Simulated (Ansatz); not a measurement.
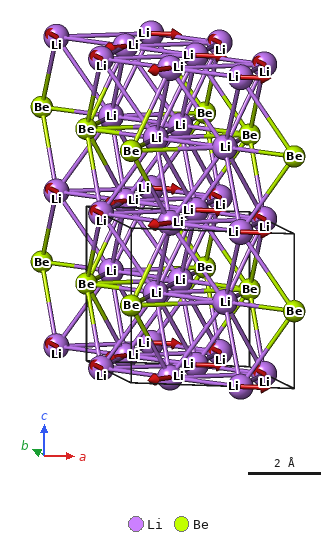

This is a relaxation of crystalline Li$_{5}$Be (a generated structure, set up in P-62m). The starting structure is drawn; red arrows show the displacements (the part carried along by the change of the cell is left out), magnified 10 times.

The picture is a ball-and-stick view of the cell of the calculation, repeated 1 × 2 × 2 with one cell outlined, seen slightly off an axis.

Computed with Ansatz 0.2.0, DFT PBE, scalar-relativistic, plane waves, PAW. Settings: plane-wave cutoff 420 eV; k-point mesh 12 × 12 × 8; occupations gaussian; smearing width 0.1 eV; no spin polarisation; cell and atoms relaxed; force threshold 0.01 eV/Å; at most 80 steps.

Which element moves most?

Lithium: up to 0.090 Å, against 0.000 Å for beryllium.

What did the optimiser do to the structure, and how much energy did it gain?

The energy falls by 0.164 eV per cell of the calculation in 4 accepted moves (5 points after the start). The largest force component goes from 0.31 to 0.00055 eV/Å. Pressure: 3.54 GPa at the start and 0.01 GPa at the end. At 1 point the geometry stayed and the basis and grid were re-selected for the new cell (energy shift of 0.5 meV per cell of the calculation at most each time). The largest moves relative to the cell, 0.090 Å, are those of Li atoms. Be stays in place. The drawn cell changes as follows: a = b 4.725 → 4.929 Å (+4.3 %), c 4.377 → 4.604 Å (+5.2 %); the volume changes by +14.5 %. Some distances before and after: Li–Li 2.748 → 2.949 Å, Li–Li 2.703 → 2.863 Å, Li–Li 2.728 → 2.846 Å, Be–Li 2.728 → 2.846 Å. Bond angles that change, for instance: Li–Be–Li 109.3° → 112.8°, Li–Be–Li 60.1° → 57.3°. The space group stays P-62m (No. 189).
